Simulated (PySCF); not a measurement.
# FCI/STO-6G run of Si2H4 (SMILES [SiH][SiH3])

What is the vertical triplet–singlet gap of Si2H4 at FCI/STO-6G? Input form: a Python script.

The results are computed with PySCF 2.14.0.

4 further runs of the same task are left out: 4 set aside as unsound or not needed.

## (1) The system as given

Si2H4 has 6 atoms, charge 0, and is taken as a triplet. As SMILES, `[SiH][SiH3]`. Geometry: relaxed at GFN2-xTB.

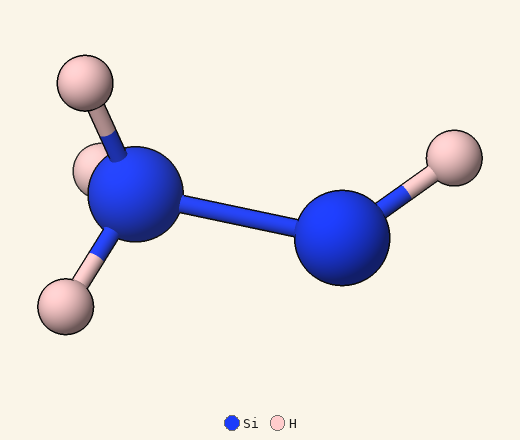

Viewed from a chosen angle; silicon blue, hydrogen pink.

## (2) A single-point energy at FCI/STO-6G

Input file input.xyz:

```xyz
6

Si     0.322720    -1.575880     0.287350
Si    -0.300130     0.523270    -0.245660
H      1.427930    -2.017820     1.155760
H     -1.456530     0.376070    -1.136010
H      0.714920     1.325330    -0.951090
H     -0.708920     1.369020     0.889660
```

Input file calc.py:

```python
from pyscf import gto, scf, mcscf

mol = gto.M(
    atom='input.xyz',
    charge=0,
    basis='sto-6g',
    max_memory=1860,
    verbose=4,
    spin=2,
)

calc0 = scf.ROHF(mol)
calc0.conv_tol = 1e-10
calc0.kernel()
if not calc0.converged:
    calc0 = calc0.newton().run(calc0.mo_coeff, calc0.mo_occ)

cas = mcscf.CASCI(calc0, calc0.mo_coeff.shape[-1] - 10, (mol.nelec[0] - 10, mol.nelec[1] - 10))  # full CI above the frozen core
cas.fix_spin_(ss=2.0)
cas.kernel()
e_final = cas.e_tot
print('E = %.10f Eh' % e_final)
```

On the command line:

```bash
$ OMP_NUM_THREADS=1 python calc.py
```

Output:

```text
PySCF version 2.14.0

[INPUT] num. atoms = 6
[INPUT] num. electrons = 32
[INPUT] charge = 0
[INPUT] spin (= nelec alpha-beta = 2S) = 2
[INPUT] symmetry False subgroup None
[INPUT] Mole.unit = angstrom
[INPUT] Symbol           X                Y                Z      unit          X                Y                Z       unit  Magmom
[INPUT]  1 Si     0.322720000000  -1.575880000000   0.287350000000 AA    0.609852414920  -2.977981605180   0.543012801894 Bohr   0.0
[INPUT]  2 Si    -0.300130000000   0.523270000000  -0.245660000000 AA   -0.567163501766   0.988836989201  -0.464230119761 Bohr   0.0
[INPUT]  3 H      1.427930000000  -2.017820000000   1.155760000000 AA    2.698396625050  -3.813127168670   2.184069865727 Bohr   0.0
[INPUT]  4 H     -1.456530000000   0.376070000000  -1.136010000000 AA   -2.752442792213   0.710669303665  -2.146747774767 Bohr   0.0
[INPUT]  5 H      0.714920000000   1.325330000000  -0.951090000000 AA    1.351003000974   2.504510724670  -1.797299619813 Bohr   0.0
[INPUT]  6 H     -0.708920000000   1.369020000000   0.889660000000 AA   -1.339664644227   2.587072859052   1.681213743981 Bohr   0.0

nuclear repulsion = 76.5400443066487
number of shells = 14
number of NR pGTOs = 132
number of NR cGTOs = 22
basis = sto-6g
ecp = {}

******** <class 'pyscf.scf.rohf.ROHF'> ********
method = ROHF
initial guess = minao
damping factor = 0
level_shift factor = 0
DIIS = <class 'pyscf.scf.diis.CDIIS'>
diis_start_cycle = 1
diis_space = 8
diis_damp = 0
SCF conv_tol = 1e-10
SCF conv_tol_grad = None
SCF max_cycles = 50
direct_scf = True
direct_scf_tol = 1e-13
num. doubly occ = 15  num. singly occ = 2
Set gradient conv threshold to 1e-05
init E= -577.451297454569
  HOMO = 0.0231692839737407  LUMO = 0.283254124201899  gap/eV = 7.07727
cycle= 1 E= -577.987687670651  delta_E= -0.536  |g|= 0.13  |ddm|=    2
  HOMO = 0.0727636260452734  LUMO = 0.425989739347971  gap/eV = 9.61177
cycle= 2 E= -578.011946152267  delta_E= -0.0243  |g|= 0.0386  |ddm|= 0.353
  HOMO = 0.0630669098628047  LUMO = 0.430363153351415  gap/eV = 9.99464
cycle= 3 E= -578.014280259302  delta_E= -0.00233  |g|= 0.00712  |ddm|= 0.128
  HOMO = 0.064979136900612  LUMO = 0.430449473039225  gap/eV = 9.94495
cycle= 4 E= -578.014357474131  delta_E= -7.72e-05  |g|= 0.00117  |ddm|= 0.0246
  HOMO = 0.0643689801327518  LUMO = 0.430433954999492  gap/eV = 9.96114
cycle= 5 E= -578.014358393831  delta_E= -9.2e-07  |g|= 0.000156  |ddm|= 0.00222
  HOMO = 0.0643811080908746  LUMO = 0.430447457964284  gap/eV = 9.96117
cycle= 6 E= -578.01435841923  delta_E= -2.54e-08  |g|= 2.7e-05  |ddm|= 0.000455
  HOMO = 0.0643693287190816  LUMO = 0.430445792318017  gap/eV = 9.96145
cycle= 7 E= -578.014358419986  delta_E= -7.56e-10  |g|= 4.19e-06  |ddm|= 7.3e-05
  HOMO = 0.0643687034100775  LUMO = 0.430446136242486  gap/eV = 9.96147
cycle= 8 E= -578.01435842  delta_E= -1.39e-11  |g|= 3.92e-07  |ddm|= 8.8e-06
  HOMO = 0.0643686506571099  LUMO = 0.430446066823311  gap/eV = 9.96147
Extra cycle  E= -578.01435842  delta_E= -1.14e-13  |g|= 9.48e-08  |ddm|= 6.61e-07
converged SCF energy = -578.01435842

******** <class 'pyscf.mcscf.casci.CASCI'> ********
CAS (7e+5e, 12o), ncore = 10, nvir = 0
natorb = False
canonicalization = True
sorting_mo_energy = False
******** <class 'pyscf.fci.addons.SpinPenaltyFCISolver'> ********
max. cycles = 200
conv_tol = 1e-08
davidson only = True
linear dependence = 1e-12
level shift = 0.001
max iter space = 12
nroots = 1
pspace_size = 400
spin = None
Density matrix diagonal elements [1.98380662 1.97379366 1.97019651 1.9687252  1.96540716 1.00016629
 0.99981805 0.03499059 0.02739569 0.02629748 0.02818651 0.02121624]
CASCI converged
CASCI E = -578.104596746937  E(CI) = -22.7785932528136  S^2 = 2.0000000
E = -578.1045967469 Eh
```

It took 13 s on 1 thread of Arm Neoverse V1, shared host; peak memory 0.24 GiB.

## (3) The singlet

Input file calc.py:

```python
from pyscf import gto, mcscf
from pyscf import fci

mol = gto.M(
    atom=[
    ('Si', (0.322720, -1.575880, 0.287350)),
    ('Si', (-0.300130, 0.523270, -0.245660)),
    ('H', (1.427930, -2.017820, 1.155760)),
    ('H', (-1.456530, 0.376070, -1.136010)),
    ('H', (0.714920, 1.325330, -0.951090)),
    ('H', (-0.708920, 1.369020, 0.889660)),
],
    basis='sto-6g',
    max_memory=1860,
    charge=0,
    verbose=3,
    spin=0,
)

calc0 = mol.RHF()
calc0.conv_tol = 1e-10
calc0.kernel()
if not calc0.converged:
    calc0 = calc0.newton().run(calc0.mo_coeff, calc0.mo_occ)

cas = mcscf.CASCI(calc0, calc0.mo_coeff.shape[-1] - 10, (mol.nelec[0] - 10, mol.nelec[1] - 10))  # full CI above the frozen core
cas.fcisolver = fci.direct_spin0.FCI(mol)  # even spin states alone
cas.kernel()
print('<S^2> = %.4f' % cas.fcisolver.spin_square(cas.ci, cas.ncas, cas.nelecas)[0])
energy = cas.e_tot
print(f'total energy: {energy:.8f} hartree')
```

On the command line:

```bash
$ OMP_NUM_THREADS=1 python calc.py
```

Output:

```text
converged SCF energy = -577.988762592464
CASCI E = -578.094221365609  E(CI) = -22.7673444477356  S^2 = 0.0000000
<S^2> = 0.0000
total energy: -578.09422137 hartree
```

Wall time 12 s (1 thread of Arm Neoverse V1, shared host); peak memory 0.3 GiB.

## (4) What came out

Level: FCI/STO-6G, 10 core orbitals frozen.

| quantity | value |
| --- | --- |
| triplet: total energy | -578.10460 Eh |
| triplet: dipole moment (Hartree–Fock density) | 0.85 D |
| triplet: correlation energy (10 core orbitals frozen) | -90.2 mEh |
| singlet: total energy | -578.09422 Eh |
| singlet: dipole moment (Hartree–Fock density) | 1.03 D |
| singlet: HOMO energy (Hartree–Fock orbitals) | -4.29 eV |
| singlet: LUMO energy (Hartree–Fock orbitals) | 5.77 eV |
| singlet: HOMO–LUMO gap (Hartree–Fock orbitals) | 10.06 eV |
| singlet: correlation energy (10 core orbitals frozen) | -105.5 mEh |
| vertical energy of the singlet above the triplet | 0.282 eV |

**Reading.** At this shape the singlet lies 0.28 eV (6.5 kcal/mol) above the triplet. In a minimal basis such a difference can be off by several eV, whatever the method. Mulliken charges (triplet) of the mean-field density run from -0.17 on H4 to +0.51 on Si2; they depend strongly on the basis.
